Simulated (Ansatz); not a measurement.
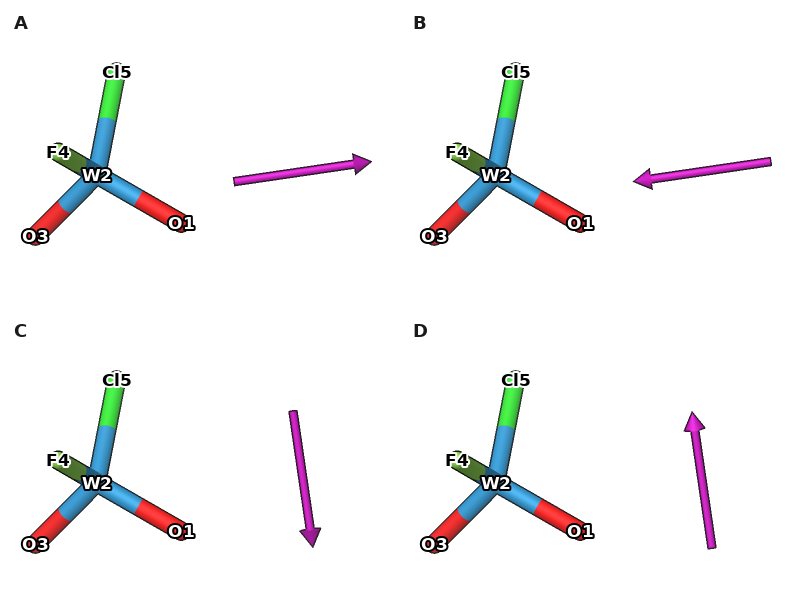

The same molecule four times, each with an arrow. Charge 0, singlet. The computed structure is the end point of a PBE-D4/def2-SVP optimisation. No frequency run is at hand to confirm it as a minimum. Properties computed with RKS PBE-D4/def2-SVP, core potentials on W (Ansatz 0.2.0).

Which arrow points along the dipole moment, from the negative to the positive end?

Answer. D. The dipole moment is 1.76 D; it points from the side of O1, O3 to the side of Cl5 (the outermost atoms at the two ends).
